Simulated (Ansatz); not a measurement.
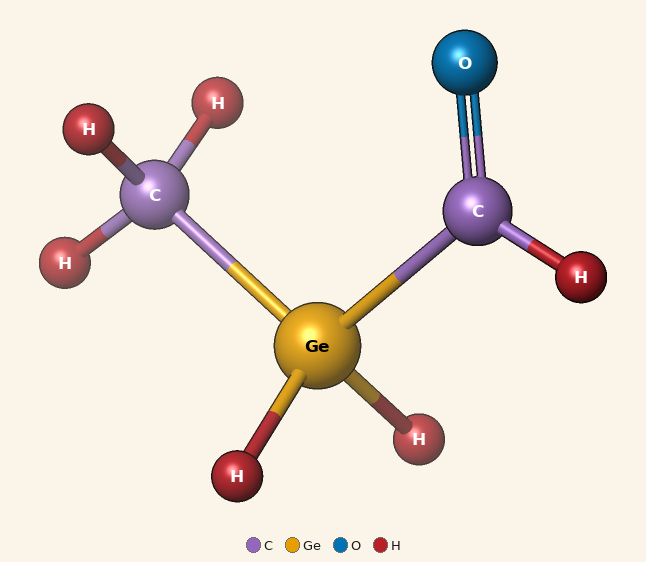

Depth is shown by fading: the farther an atom, the more it takes the colour of the background. The geometry was computed by an optimisation with PBE0-D4/def2-TZVP. No frequency run is at hand to confirm it as a minimum.

Which symmetry elements does this geometry have?

Answer. It has 1 mirror plane, so the point group is Cs. The group has 2 operations. The geometry is achiral, and symmetry allows a dipole moment.
